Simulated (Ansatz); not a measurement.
Zn5Sn7Ru4

```
CELL_PARAMETERS angstrom
-0.77417 -0.08053 -6.51686
-0.44117 6.65461 0.07396
6.92680 -0.43965 0.76695
ATOMIC_POSITIONS crystal
Zn 0.73545 0.28848 0.29553
Zn 0.80568 0.22838 0.69582
Zn 0.18158 0.26943 0.21990
Zn 0.71598 0.85273 0.68235
Zn 0.39650 0.18678 0.77466
Ru 0.46835 0.05983 0.43380
Ru 0.70320 0.69035 0.31650
Ru 0.20568 0.67835 0.28231
Ru 0.33499 0.80649 0.70833
Sn 0.08748 0.91514 0.96990
Sn 0.04786 0.99854 0.45259
Sn 0.86957 0.50671 0.02338
Sn 0.58066 0.95426 0.06932
Sn 0.01695 0.54810 0.57268
Sn 0.38496 0.53215 0.99036
Sn 0.48274 0.48014 0.51964
```

Space group P1; a generated structure, not necessarily the stable one; computed without spin polarisation.

All numbers below come from Ansatz, DFT PBEsol, scalar-relativistic, plane waves, PAW.

What can the converged valence pseudo-density and electron localisation function tell about the bonding?

Zn–Ru (2.53 Å): ρ is about 0.41 e/Å³ halfway; the ELF is about 0.30 at the midpoint.
Zn–Zn (2.55 Å): ρ at the midpoint is about 0.27 e/Å³; the ELF is about 0.30 at the midpoint: no shared electron pair shows on this line.
Zn–Sn (2.60 Å): ρ at the midpoint is about 0.38 e/Å³; the ELF reaches about 0.55 near the midpoint.

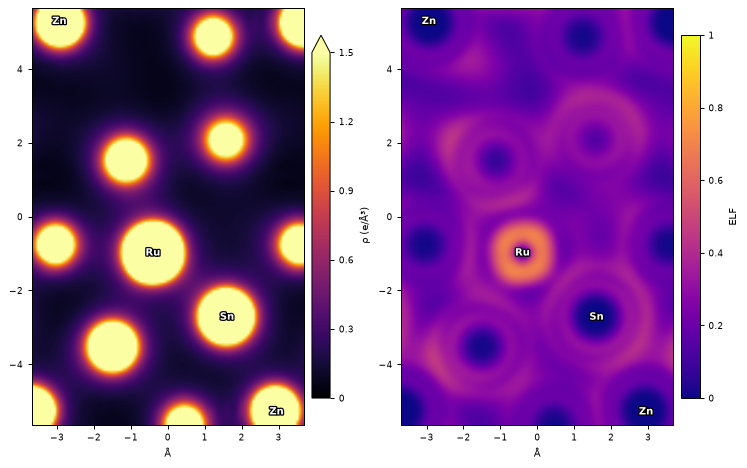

Computed valence pseudo-density and electron localisation function on the (101) plane of the conventional cell, in this order. Atoms just off the plane (Zn, 0.4 Å away and Sn, 0.4 Å away) can leave unmarked features too.

Core electrons are frozen (PAW), and the valence fields are smoothed inside the atomic spheres.
